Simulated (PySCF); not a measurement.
# One shape, several levels: CH4F2O2Sn (SMILES C[O][Sn]([OH])([F])[F])

We compute a comparison of 6 runs (HF/STO-3G, HF/3-21G, HF/def2-SVP, PBE0/def2-SVP, SVWN5/def2-SVP, TPSSh/def2-SVP) of CH4F2O2Sn. The job is set up through a Python script.

Program for the calculation: PySCF 2.14.0.

1 further run of the same task is left out (set aside as unsound or not needed).

## (1) The system as given

The species is CH4F2O2Sn (10 atoms), meant as a singlet with charge 0. As SMILES, `C[O][Sn]([OH])([F])[F]`. The coordinates come from a PBE0-D4/def2-TZVP relaxation. This is one conformer, not always the lowest.

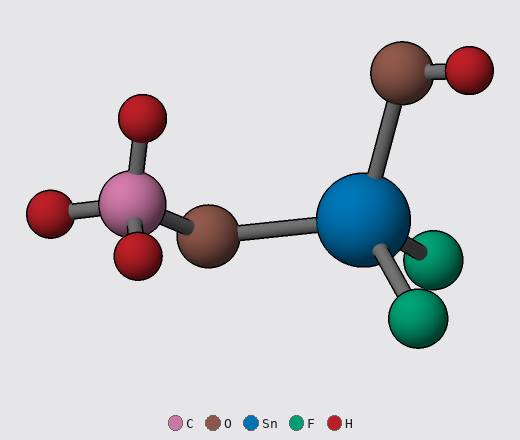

Viewed from a chosen angle; carbon pink, oxygen brown, tin blue, fluorine teal, hydrogen red.

## (2) Energy and forces at HF/STO-3G (run 1)

Contents of calc.py:

```python
from pyscf import gto, scf

mol = gto.M(
    atom='''
C   -0.221400  -1.747900   0.213800
O   -0.437300  -0.567100   0.972600
Sn  -0.145800   1.165100   0.197900
O    1.600500   1.320800  -0.610300
F   -1.437500   1.593100  -1.131500
F   -0.398100   2.433900   1.575800
H   -0.359800  -2.589800   0.894600
H   -0.942300  -1.842800  -0.604600
H    0.792600  -1.797300  -0.195900
H    1.632200   1.980800  -1.309600
''',
    verbose=3,
    basis='sto-3g',
    max_memory=1860,
    spin=0,
)

mf = scf.RHF(mol)
mf.conv_tol = 1e-10
mf.kernel()
if not mf.converged:
    mf = mf.newton().run(mf.mo_coeff, mf.mo_occ)

etot = mf.e_tot
print(f'total energy: {etot:.8f} hartree')
grad = mf.nuc_grad_method().kernel()
dip = mf.dip_moment()
pop, q = mf.mulliken_pop()
```

On the command line:

```sh
$ OMP_NUM_THREADS=1 python calc.py
```

Output:

```text
converged SCF energy = -6346.81725897651
total energy: -6346.81725898 hartree
--------------- RHF gradients ---------------
         x                y                z
0 C     0.0009525859    -0.0120151619    -0.0065930136
1 O    -0.0003072556    -0.0097986971    -0.0022919629
2 Sn     0.0046113363    -0.0114425838     0.0116580737
3 O     0.0050206360     0.0250929459    -0.0280954807
4 F    -0.0099767939     0.0050656065    -0.0108142538
5 F    -0.0026608333     0.0079895001     0.0065719575
6 H    -0.0007546105     0.0062356724     0.0032251530
7 H    -0.0013263659     0.0043910055     0.0034532876
8 H    -0.0003179867     0.0048381167     0.0034057542
9 H     0.0047592877    -0.0203564043     0.0194804850
----------------------------------------------
Dipole moment(X, Y, Z, Debye):  0.34653, -0.13223, -1.28761
 ** Mulliken pop  **
pop of  0 C 1s            1.99233
pop of  0 C 2s            1.18219
pop of  0 C 2px           1.00963
pop of  0 C 2py           0.91389
pop of  0 C 2pz           0.97664
pop of  1 O 1s            1.99788
pop of  1 O 2s            1.83401
pop of  1 O 2px           1.88830
pop of  1 O 2py           1.14347
pop of  1 O 2pz           1.59055
pop of  2 Sn 1s           2.00000
pop of  2 Sn 2s           1.99965
pop of  2 Sn 3s           1.99831
pop of  2 Sn 4s           2.00908
pop of  2 Sn 5s           0.90320
pop of  2 Sn 2px          2.00007
pop of  2 Sn 2py          2.00007
pop of  2 Sn 2pz          2.00007
pop of  2 Sn 3px          1.99817
pop of  2 Sn 3py          1.99818
pop of  2 Sn 3pz          1.99817
pop of  2 Sn 4px          1.99606
pop of  2 Sn 4py          1.99615
pop of  2 Sn 4pz          1.99604
pop of  2 Sn 5px          0.55958
pop of  2 Sn 5py          0.56920
pop of  2 Sn 5pz          0.56069
pop of  2 Sn 3dxy         1.99995
pop of  2 Sn 3dyz         1.99967
pop of  2 Sn 3dz^2        1.99992
pop of  2 Sn 3dxz         1.99971
pop of  2 Sn 3dx2-y2      1.99959
pop of  2 Sn 4dxy         1.99863
pop of  2 Sn 4dyz         1.99022
pop of  2 Sn 4dz^2        1.99774
pop of  2 Sn 4dxz         1.99133
pop of  2 Sn 4dx2-y2      1.98811
pop of  3 O 1s            1.99793
pop of  3 O 2s            1.84749
pop of  3 O 2px           1.54897
pop of  3 O 2py           1.60725
pop of  3 O 2pz           1.50421
pop of  4 F 1s            1.99938
pop of  4 F 2s            1.96691
pop of  4 F 2px           1.74091
pop of  4 F 2py           1.93124
pop of  4 F 2pz           1.72652
pop of  5 F 1s            1.99936
pop of  5 F 2s            1.96637
pop of  5 F 2px           1.94721
pop of  5 F 2py           1.73617
pop of  5 F 2pz           1.70848
pop of  6 H 1s            0.93631
pop of  7 H 1s            0.95601
pop of  8 H 1s            0.95356
pop of  9 H 1s            0.84928
 ** Mulliken atomic charges  **
charge of    0C =     -0.07468
charge of    1O =     -0.45421
charge of    2Sn =      1.45245
charge of    3O =     -0.50585
charge of    4F =     -0.36496
charge of    5F =     -0.35759
charge of    6H =      0.06369
charge of    7H =      0.04399
charge of    8H =      0.04644
charge of    9H =      0.15072
```

Wall time 6.9 s (1 thread of Intel Xeon at 2.70GHz, shared host); peak memory 0.13 GiB.

## (3) Energy and forces at HF/3-21G (run 2)

Contents of input.py:

```python
# C[O][Sn]([OH])([F])[F]
from pyscf import gto

mol = gto.M(
    atom='''
C     -0.418385    -3.303052     0.404023
O     -0.826377    -1.071664     1.837948
Sn    -0.275522     2.201720     0.373977
O      3.024507     2.495950    -1.153300
F     -2.716481     3.010523    -2.138225
F     -0.752300     4.599404     2.977830
H     -0.679923    -4.894013     1.690549
H     -1.780689    -3.482387    -1.142528
H      1.497797    -3.396405    -0.370197
H      3.084411     3.743170    -2.474785
''',
    unit='bohr',
    max_memory=1860,
    basis='3-21g',
    charge=0,
    verbose=4,
)

mf = mol.RHF()
mf.conv_tol = 1e-10
mf.kernel()
if not mf.converged:
    mf = mf.newton().run(mf.mo_coeff, mf.mo_occ)

e_tot = mf.e_tot
print('E(%s) = %.9f' % ('HF', e_tot))
grad = mf.nuc_grad_method().kernel()
dip = mf.dip_moment()
pop, q = mf.mulliken_pop()
```

On the command line:

```sh
$ OMP_NUM_THREADS=1 python input.py
```

Output:

```text
PySCF version 2.14.0

[... 68 lines left out ...]
converged SCF energy = -6383.07250721083
[... 12 lines left out ...]
Dipole moment(X, Y, Z, Debye):  1.13497, -1.34568, -2.43070
[... 95 lines left out ...]
charge of    9H =      0.40064
```

Run time: 6.9 s. Hardware: 1 thread of Intel Xeon at 2.70GHz, shared host; peak memory 0.17 GiB.

Runs 3 to 5 aren't shown in full; the table further down has their settings and results.

## (4) Energy and gradient at TPSSh/def2-SVP (core potential) (run 6)

Contents of mol.xyz:

```xyz
10
CH4F2O2Sn
C     -0.221400    -1.747900     0.213800
O     -0.437300    -0.567100     0.972600
Sn    -0.145800     1.165100     0.197900
O      1.600500     1.320800    -0.610300
F     -1.437500     1.593100    -1.131500
F     -0.398100     2.433900     1.575800
H     -0.359800    -2.589800     0.894600
H     -0.942300    -1.842800    -0.604600
H      0.792600    -1.797300    -0.195900
H      1.632200     1.980800    -1.309600
```

Contents of run.py:

```python
import pyscf.grad
from pyscf import gto, dft

mol = gto.M(
    atom='mol.xyz',
    verbose=4,
    max_memory=1860,
    spin=0,
    basis='def2-svp',
    ecp={'Sn': 'def2-svp'},
)

mf = dft.RKS(mol)
mf.xc = 'tpssh'
mf.conv_tol = 1e-10
mf.grids.level = 5
mf.kernel()
if not mf.converged:
    mf = mf.newton().run(mf.mo_coeff, mf.mo_occ)

e_final = mf.e_tot
print('Final energy', e_final)
grad = mf.Gradients().kernel()
mf.analyze()
```

On the command line:

```sh
$ OMP_NUM_THREADS=1 python run.py
```

Output:

```text
PySCF version 2.14.0

[... 103 lines left out ...]
Nuclear Repulsion Energy =             393.571011810436744
[... 16 lines left out ...]
MO #11  energy= -1.12111621424856  occ= 2
[... 14 lines left out ...]
MO #26  energy= -0.385459244740591 occ= 2
[... 14 lines left out ...]
MO #41  energy= 0.136480724028389  occ= 0
[... 14 lines left out ...]
MO #56  energy= 0.645570558490869  occ= 0
[... 14 lines left out ...]
MO #71  energy= 1.28980155812453   occ= 0
[... 14 lines left out ...]
MO #86  energy= 2.19266121340665   occ= 0
[... 14 lines left out ...]
MO #101 energy= 3.06047531606716   occ= 0
[... 14 lines left out ...]
MO #116 energy= 52.0168996007251   occ= 0
[... 129 lines left out ...]
Dipole moment(X, Y, Z, Debye):  1.24287, -1.50783, -1.82145
```

It took 1.9 min on 1 thread of Intel Xeon at 2.70GHz, shared host; peak memory 1.2 GiB.

## (5) Overview of the runs

```csv
run,level,core potential,integration grid,energy (Eh),dipole moment (D),HOMO energy (eV),LUMO energy (eV),wall time
1,HF/STO-3G,–,–,-6346.817259,1.34,-8.78,8.40,6.9 s
2,HF/3-21G,–,–,-6383.072507,3.00,-12.46,2.14,6.9 s
3,HF/def2-SVP (core potential),def2-svp,–,-601.888501,2.98,-13.03,1.67,27 s
4,PBE0/def2-SVP (core potential),def2-svp,5,-604.296584,2.72,-8.69,-2.17,84 s
5,SVWN5/def2-SVP (core potential),def2-svp,5,-601.649072,2.70,-7.06,-3.42,42 s
6,TPSSh/def2-SVP (core potential),def2-svp,5,-604.610646,2.67,-7.79,-2.60,1.9 min
```

## (6) What came out

```
                       quantity          value
            run 6: total energy  -604.61065 Eh
           run 6: dipole moment         2.67 D
             run 6: HOMO energy       -7.79 eV
             run 6: LUMO energy       -2.60 eV
           run 6: HOMO–LUMO gap        5.18 eV
run 6: largest force on an atom     0.979 eV/Å
```

In words: The dipole moment (its size) runs from 1.34 D (HF/STO-3G) to 3.00 D (HF/3-21G). The HOMO–LUMO gap runs from 3.64 eV (SVWN5/def2-SVP) to 17.18 eV (HF/STO-3G). The two ends differ in method and basis and core potential. Totals of different functionals can't be ranked against each other. Some runs of one species differ in core potentials or relativity; totals across that change don't compare. In run 1 the basis is minimal, so the values are rough. In runs 1, 2 relativity is left out where basis or elements ask for it. All runs together took 4.7 min, the longest 1.9 min.
